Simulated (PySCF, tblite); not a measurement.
# C6H3FN2: geometry, infrared bands and NMR shifts

What infrared bands and NMR shifts should C6H3FN2 (`C#Cc1cnncc1F`) show?

Programs: tblite 0.8.0 and PySCF 2.14.0, with density-fitted response routines of our own. Each step states its level of theory. These are calculated values for one molecule in the gas phase, unless marked as measured. Atoms are numbered from 0 throughout.

## (1) Starting geometry

12 atoms, charge 0, multiplicity 1; geometry from: force field or distance geometry start.

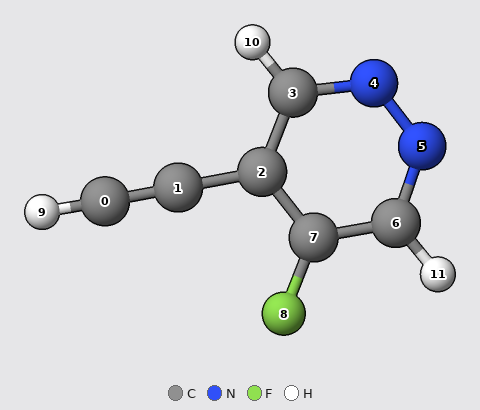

The starting geometry (carbon grey, nitrogen blue, fluorine green, hydrogen white), atoms numbered; sticks join atoms by distance.

## (2) Geometry optimisation with GFN2-xTB

The job: settings as JSON, then the geometry in Å.

```
{"job": {"kind": "relax", "xc": "GFN2-xTB", "basis": "xTB"}, "charge": 0, "multiplicity": 1}
C      2.910900    -0.229400    -0.149300
C      1.691500    -0.038300    -0.080600
C      0.291600     0.177800     0.004400
C     -0.252100     1.475900     0.088000
N     -1.599000     1.589100     0.167200
N     -2.372900     0.524700     0.128800
C     -1.904400    -0.734800     0.036400
C     -0.535000    -0.934500    -0.024000
F     -0.006600    -2.180300    -0.119700
H      3.958800    -0.373700    -0.214400
H      0.397900     2.329000     0.116600
H     -2.579600    -1.606100     0.020700
```

On the command line:

```sh
> OMP_NUM_THREADS=1 python probes_run.py task.json out
```

The driver reads the jobs from task.json and runs them one after another.

Standard output:

```text
step      E/eV     max force
  0    -675.57212    3.394
  1    -675.46883    9.023
  2    -675.74528    1.114
  3    -675.78395    0.589
  4    -675.81663    0.505
  5    -675.83435    0.372
  6    -675.83998    0.251
  7    -675.84793    0.222
  8    -675.85066    0.182
  9    -675.85181    0.069
 10    -675.85232    0.081
 11    -675.85277    0.066
 12    -675.85304    0.052
 13    -675.85318    0.025
 14    -675.85327    0.027
 15    -675.85339    0.041
 16    -675.85356    0.045
 17    -675.85376    0.048
 18    -675.85397    0.047
 19    -675.85415    0.045
 20    -675.85436    0.055
 21    -675.85465    0.067
 22    -675.85503    0.071
 23    -675.85541    0.050
 24    -675.85572    0.039
 25    -675.85591    0.037
 26    -675.85602    0.028
 27    -675.85608    0.014
 28    -675.85609    0.013
 29    -675.85610    0.011
 30    -675.85611    0.009
```

It took 0.16 s on 1 thread of Arm Neoverse V1, shared host.

Relaxation path: (the energy doesn't fall at every step)

```
step  energy from step 0 (eV)  largest force (eV/Å)
   0                   0.0000                3.3942
   1                   0.1033                9.0234
   2                  -0.1732                1.1143
   3                  -0.2118                0.5894
   4                  -0.2445                0.5050
   5                  -0.2622                0.3723
   6                  -0.2679                0.2509
   7                  -0.2758                0.2220
   8                  -0.2785                0.1824
   9                  -0.2797                0.0691
  10                  -0.2802                0.0812
  11                  -0.2806                0.0661
  12                  -0.2809                0.0517
  13                  -0.2811                0.0249
  14                  -0.2811                0.0272
  15                  -0.2813                0.0414
  16                  -0.2814                0.0451
  17                  -0.2816                0.0480
  18                  -0.2818                0.0469
  19                  -0.2820                0.0451
  20                  -0.2822                0.0546
  21                  -0.2825                0.0672
  22                  -0.2829                0.0708
  23                  -0.2833                0.0499
  24                  -0.2836                0.0393
  25                  -0.2838                0.0367
  26                  -0.2839                0.0276
  27                  -0.2840                0.0142
  28                  -0.2840                0.0126
  29                  -0.2840                0.0108
  30                  -0.2840                0.0093
```

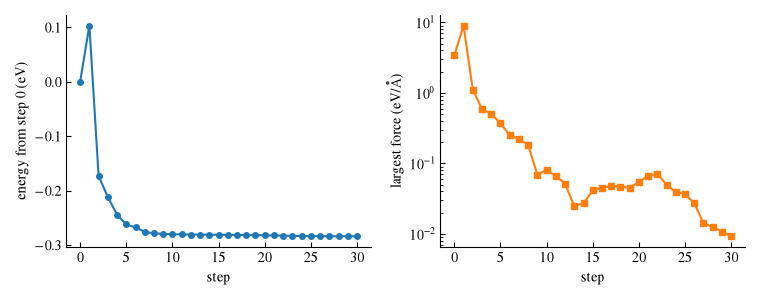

Energy and force, step by step.

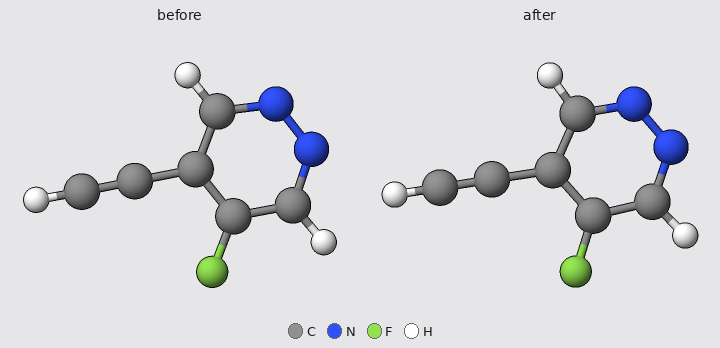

Before and after, at one scale.

Distances of close pairs at the start and the end, largest changes first:

| bond | before (Å) | after (Å) | change (Å) |
| --- | --- | --- | --- |
| C3–N4 | 1.354 | 1.312 | -0.042 |
| C0–C1 | 1.236 | 1.201 | -0.035 |
| N5–C6 | 1.347 | 1.318 | -0.029 |
| C6–H11 | 1.102 | 1.080 | -0.023 |
| N4–N5 | 1.317 | 1.299 | -0.018 |
| C7–F8 | 1.357 | 1.340 | -0.017 |
| C0–H9 | 1.060 | 1.049 | -0.011 |
| C1–C2 | 1.419 | 1.410 | -0.009 |

The next job starts from the end point, and lists it.

## (3) Harmonic vibrations with GFN2-xTB

The job: settings as JSON, then the geometry in Å.

```
{"job": {"kind": "ir", "xc": "GFN2-xTB", "basis": "xTB"}, "charge": 0, "multiplicity": 1}
C      2.939731    -0.175959    -0.147435
C      1.748881    -0.035299    -0.085232
C      0.349502     0.118294    -0.012078
C     -0.262852     1.381934     0.088891
N     -1.562662     1.549942     0.156820
N     -2.371595     0.534194     0.135932
C     -1.901226    -0.694002     0.045580
C     -0.536761    -0.955102    -0.032072
F     -0.094593    -2.216738    -0.123803
H      3.980884    -0.293549    -0.201386
H      0.337497     2.280176     0.114185
H     -2.625607    -1.494578     0.034573
```

Standard output:

```text
mode    cm-1     km/mol
  1     109.2      0.01
  2     113.5      0.05
  3     197.3     10.46
  4     294.2     11.75
  5     322.9      7.26
  6     407.3      1.63
  7     435.9      0.07
  8     515.4      2.69
  9     548.3      8.96
 10     574.1      0.34
 11     665.7     12.67
 12     668.4     23.47
 13     723.4      0.09
 14     767.1     16.23
 15     865.0     36.99
 16     865.7     10.14
 17     900.0      0.08
 18    1090.5     35.21
 19    1154.1     28.89
 20    1187.6     14.61
 21    1213.0      0.46
 22    1275.2     77.19
 23    1339.7     44.61
 24    1425.7     13.11
 25    1496.3     92.49
 26    1529.1     17.13
 27    2250.1     17.12
 28    3081.7      9.85
 29    3093.9      5.28
 30    3396.4     14.28
```

Run time: 0.32 s. Hardware: 1 thread of Arm Neoverse V1, shared host.

Which atoms move in the most intense modes:

```
cm⁻¹  km/mol                                 atoms
 668    23.5                      H9 79 %, C0 10 %
 865    37.0             N5 29 %, N4 25 %, F8 15 %
1090    35.2  H11 30 %, N4 21 %, H10 19 %, N5 17 %
1154    28.9    C7 25 %, C2 23 %, C3 16 %, C6 15 %
1275    77.2    C6 18 %, C7 16 %, C2 14 %, N5 13 %
1340    44.6    C2 29 %, C7 21 %, N4 19 %, C3 12 %
1496    92.5    C6 31 %, C2 20 %, C7 18 %, N5 14 %
1529    17.1    C7 33 %, C2 24 %, C3 18 %, N4 12 %
```

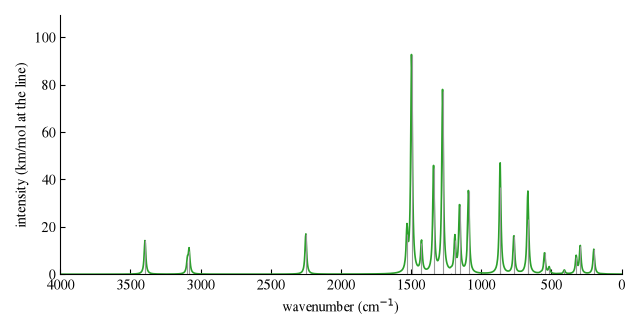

The infrared spectrum from these modes, unscaled. Lines are broadened to a width of 14 cm⁻¹ (Lorentzian).

## (4) NMR shieldings: PBE0/pcSseg-1

The job, as its differences from that of step 3:

```diff
@@ -1,2 +1,2 @@
-{"job": {"kind": "ir", "xc": "GFN2-xTB", "basis": "xTB"}, "charge": 0, "multiplicity": 1}
+{"job": {"kind": "nmr", "xc": "PBE0", "basis": "pcSseg-1"}, "charge": 0, "multiplicity": 1}
 C      2.939731    -0.175959    -0.147435
```

Level: GIAO PBE0/pcSseg-1 NMR shielding, non-relativistic, gas phase.

Standard output:

```text
coarse grid: 11592 points
cycle   1  E = -439.0041220495  dE =  1.838e+00  |g| = 5.618e-01  |ddm| = 3.816e+00
cycle   2  E = -438.9358695395  dE =  6.825e-02  |g| = 8.131e-01  |ddm| = 1.640e+00
cycle   3  E = -439.0616822792  dE = -1.258e-01  |g| = 1.641e-01  |ddm| = 9.914e-01
cycle   4  E = -439.0661812983  dE = -4.499e-03  |g| = 9.469e-02  |ddm| = 1.972e-01
cycle   5  E = -439.0682741399  dE = -2.093e-03  |g| = 1.630e-02  |ddm| = 9.636e-02
cycle   6  E = -439.0683139407  dE = -3.980e-05  |g| = 8.856e-03  |ddm| = 2.267e-02
cycle   7  E = -439.0683339966  dE = -2.006e-05  |g| = 2.310e-03  |ddm| = 1.068e-02
cycle   8  E = -439.0683351592  dE = -1.163e-06  |g| = 4.612e-04  |ddm| = 2.593e-03
final grid: 116952 points
cycle   9  E = -439.1256527135  dE = -3.487e-05  |g| = 6.236e-03  |ddm| = 6.721e-02
cycle  10  E = -439.1256457591  dE =  6.954e-06  |g| = 8.860e-03  |ddm| = 1.707e-02
cycle  11  E = -439.1256611796  dE = -1.542e-05  |g| = 1.525e-03  |ddm| = 1.036e-02
cycle  12  E = -439.1256616973  dE = -5.177e-07  |g| = 4.542e-04  |ddm| = 2.068e-03
cycle  13  E = -439.1256617415  dE = -4.423e-08  |g| = 1.293e-04  |ddm| = 5.790e-04
cycle  14  E = -439.1256617444  dE = -2.893e-09  |g| = 2.417e-05  |ddm| = 1.231e-04
cycle  15  E = -439.1256617444  dE = -3.240e-11  |g| = 2.056e-05  |ddm| = 4.206e-05
converged SCF energy = -439.1256617444

GIAO shielding tensors (ppm)
atom      isotropic    diamagn.    paramagn.     s11        s22        s33       span
  0 C       84.394     259.151    -174.756     24.648     32.505    196.030    171.382
  1 C      108.703     244.339    -135.636     13.847     13.972    298.290    284.444
  2 C       73.778     266.336    -192.558    -12.230     66.083    167.479    179.709
  3 C       29.138     244.985    -215.847    -88.227     41.856    133.784    222.011
  4 N     -184.662     320.367    -505.030   -614.560   -196.187    256.759    871.319
  5 N     -210.924     321.628    -532.552   -669.661   -198.389    235.277    904.938
  6 C       40.695     252.840    -212.145    -74.683     52.278    144.489    219.173
  7 C       13.935     247.926    -233.990    -75.589     21.033     96.361    171.950
  8 F      295.322     473.741    -178.419    210.218    285.435    390.314    180.096
  9 H       28.280      33.564      -5.284     24.222     24.962     35.655     11.433
 10 H       22.199      29.491      -7.292     18.402     19.315     28.880     10.478
 11 H       22.100      28.339      -6.239     18.320     19.940     28.041      9.721
```

Run time: 22 s. Hardware: 1 thread of Arm Neoverse V1, shared host; peak memory 0.74 GiB.

Shifts follow as δ = σ(reference) − σ, with reference shieldings (ppm) from runs at the same level and on the same kind of geometry: 1H TMS 31.72, 13C TMS 186.9, 19F CFCl3 170.9, 15N NH3 267.7. The references are single molecules in the gas phase, so shifts against H2O, NH3, PH3, H3PO4 or CFCl3 are not on the usual liquid scales and can be off by tens of ppm.

| atoms | environment | σ (ppm) | δ (ppm) | δ scaled to CDCl3 |
| --- | --- | --- | --- | --- |
| C7 | aromatic carbon bearing fluorine | 13.9 | 173.0 | 166.9 |
| C3 | aromatic CH next to a ring nitrogen | 29.1 | 157.8 | 152.1 |
| C6 | aromatic CH next to a ring nitrogen | 40.7 | 146.2 | 140.8 |
| C2 | substituted aromatic carbon | 73.8 | 113.1 | 108.5 |
| C0 | terminal alkyne carbon | 84.4 | 102.5 | 98.2 |
| C1 | alkyne carbon | 108.7 | 78.2 | 74.4 |
| H11 | hydrogen on an aromatic CH next to a ring nitrogen | 22.10 | 9.62 | 9.17 |
| H10 | hydrogen on an aromatic CH next to a ring nitrogen | 22.20 | 9.52 | 9.08 |
| H9 | hydrogen on a terminal alkyne carbon | 28.28 | 3.44 | 3.35 |
| N5 | pyridine-type ring nitrogen | -210.9 | 478.7 | – |
| N4 | pyridine-type ring nitrogen | -184.7 | 452.4 | – |
| F8 | aryl fluorine | 295.3 | -124.4 | – |

The scaled column applies a straight-line fit of computed shieldings to shifts measured in CDCl3, and one for carbons that bear F (root-mean-square error 0.16 ppm for H, 1.9 ppm for C).

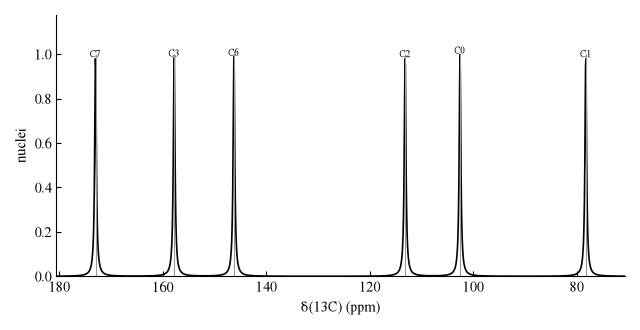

13C lines at the computed shifts, without couplings. Lines are broadened to a width of 0.38 ppm (Lorentzian).

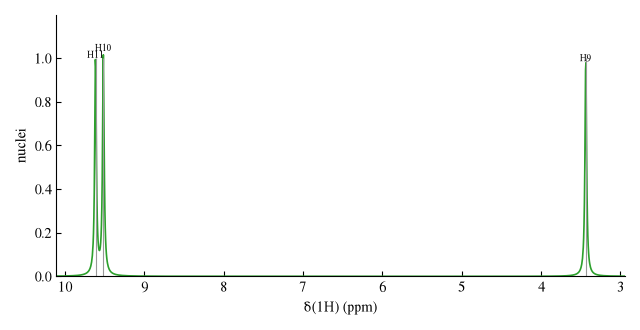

1H lines at the computed shifts, without couplings. Lines are broadened to a width of 0.02 ppm (Lorentzian).

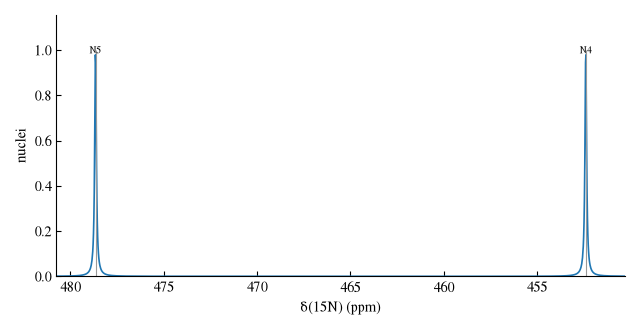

15N lines at the computed shifts, without couplings. Lines are broadened to a width of 0.11 ppm (Lorentzian).

Charges from the same density, by scheme (e):

```
atoms  Mulliken    IAO  Hirshfeld  ESP fit
   C0     -0.31  -0.18      -0.07    -0.18
   C1      0.51  -0.03      -0.05    -0.29
   C2     -0.52  -0.06       0.00     0.23
   C3      0.24  -0.01       0.03     0.25
   N4     -0.22  -0.15      -0.11    -0.33
   N5     -0.21  -0.14      -0.10    -0.29
   C6      0.08  -0.07       0.00     0.23
   C7      0.38   0.30       0.11     0.12
   F8     -0.24  -0.24      -0.06    -0.14
```

Hirshfeld charges:

```
atom  value (e)
  C0      -0.07
  C1      -0.05
  C2       0.00
  C3       0.03
  N4      -0.11
  N5      -0.10
  C6       0.00
  C7       0.11
  F8      -0.06
  H9       0.11
 H10       0.07
 H11       0.07
```

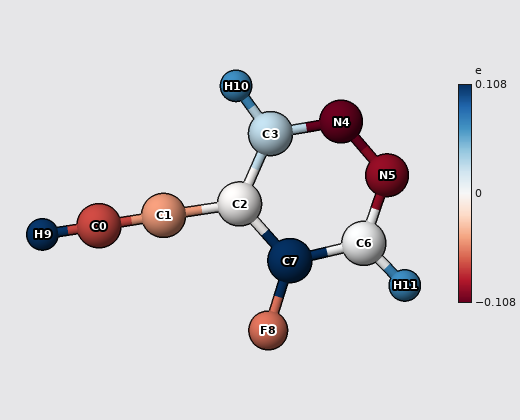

Hirshfeld charges, as colours on the atoms.

Mayer bond orders: C0–C1 2.31, C1–C2 0.98, C2–C3 1.31, C3–N4 1.54, N4–N5 1.30, N5–C6 1.50, C6–C7 1.34, C7–F8 1.00, C7–C2 1.34.

Ring of atoms C2, C3, N4, N5, C6, C7: NICS(0) -7.4, NICS(1) -11.3, NICS(1)zz -26.4 ppm (means of both faces).

## (5) Summary of results

```
                                 quantity                                        value
strongest single infrared mode (GFN2-xTB)                         1496 cm⁻¹, 92 km/mol
             zero-point energy (GFN2-xTB)                                46.5 kcal/mol
   13C shifts against TMS (PBE0/pcSseg-1)  173.0, 157.8, 146.2, 113.1, 102.5, 78.2 ppm
    1H shifts against TMS (PBE0/pcSseg-1)                         9.62, 9.52, 3.44 ppm
   15N shifts against NH3 (PBE0/pcSseg-1)                             478.7, 452.4 ppm
 19F shifts against CFCl3 (PBE0/pcSseg-1)                                   -124.4 ppm
```

In words: Relaxing lowered the energy by 0.284 eV in 30 steps; the close pair that moved most is C3–N4, from 1.354 to 1.312 Å. All 30 modes are real, so the xTB geometry is a minimum. The strongest single mode, at 1496 cm⁻¹, is spread over several atoms, C6, C2, C7, N5 among them. Unscaled tight-binding wavenumbers are off by several per cent, some by more. Its intensities can rank the bands wrongly. NICS(1)zz of -26 ppm above the planar ring from C2 marks a diatropic (aromatic) ring current.
